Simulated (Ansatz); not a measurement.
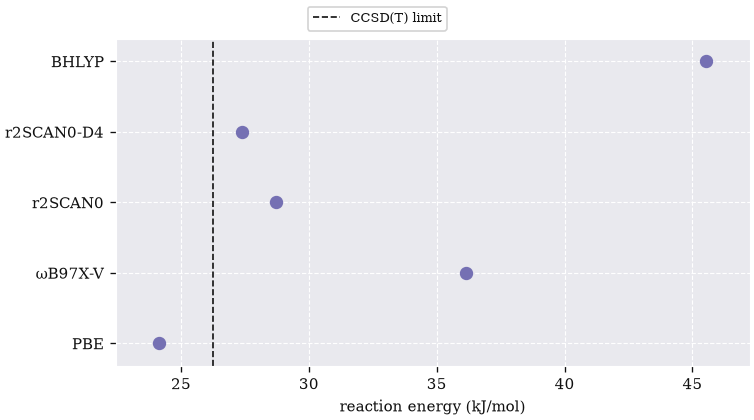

Electronic reaction energy of B₂H₂ClF (FBBCl) + H₂S (S) → B₂H₃SCl (SBBCl) + HF (F) (SMILES in brackets) at several levels (functionals in def2-TZVPP unless a basis is named), isolated molecules at PBE0-D4 triple-zeta geometries, minima by their frequencies, no zero-point or thermal terms, the Ansatz code. The line is frozen-core CCSD(T) at the basis limit (MP2 extrapolated from triple and quadruple zeta, plus CCSD(T) less MP2 in a smaller set). No dispersion term is added to BHLYP, r2SCAN0 and PBE.

Question: What range do the values span, the line included?

Answer: From 24.2 kJ/mol (PBE) to 45.5 kJ/mol (BHLYP).

Question: Which level comes closest to the line (CCSD(T) limit), and which misses most?

Answer: Closest r2SCAN0-D4 (27.4 kJ/mol), against 26.2 kJ/mol; farthest BHLYP (45.5 kJ/mol).

Caveats: one conformer of each flexible molecule.
